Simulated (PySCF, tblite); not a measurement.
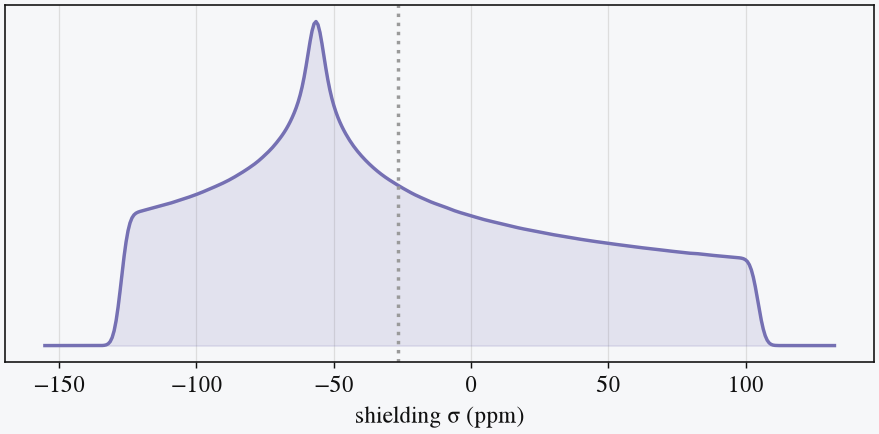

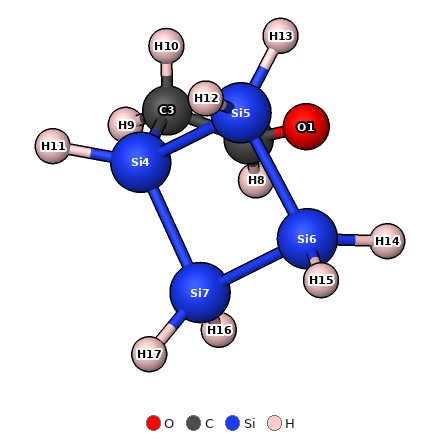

Static powder pattern (¹³C) from GIAO shielding tensors of C₂H₁₀OSi₄, SMILES O=CC[SiH]1[SiH2][SiH2][SiH2]1, PBE0/pcSseg-1 in PySCF, at a GFN2-xTB geometry (a minimum by its frequencies); absolute shielding, one fixed geometry of the isolated molecule without any motion, no dipolar terms. The dotted line is the isotropic value; skew is 3(σiso − σ22)/span.

The pattern belongs to C2. Give the principal values, span and skew.

Answer. C2: σ11, σ22, σ33 = −127, −56, 104 ppm, isotropic −26, span 232 ppm, skew 0.39.

Known limits of this run: the tight-binding geometry is rougher than a DFT one and adds to the error; one conformer of a flexible molecule.
